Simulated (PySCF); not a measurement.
Vertical excitations of a molecule C3H10ClNSi from TDA-PBE/def2-SVPD (PySCF), as energy in eV (oscillator strength): 4.96 (0.024), 5.21 (0.020), 5.71 (0.005), 5.85 (0.068), 5.92 (0.012), 6.13 (0.018). Lowest triplet (TDA): 4.66 eV. Geometry: B3LYP-D3(BJ)/def2-SVP. Other conformers were not sampled.

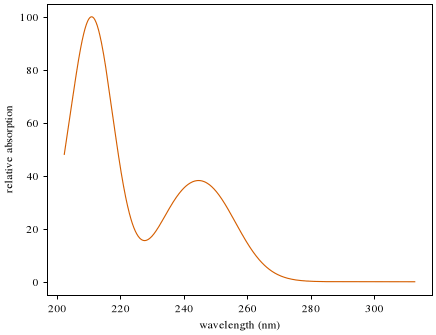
Figure: The lines broadened by 0.4 eV.

Question: Which molecule gave these data?
A) CC(C)N[SiH2]Cl
B) CN[C@@H](C)[SiH2]Cl
C) CC[Si@@H](Cl)CN
D) CC[Si@@](C)(N)Cl

Answer: B, CN[C@@H](C)[SiH2]Cl
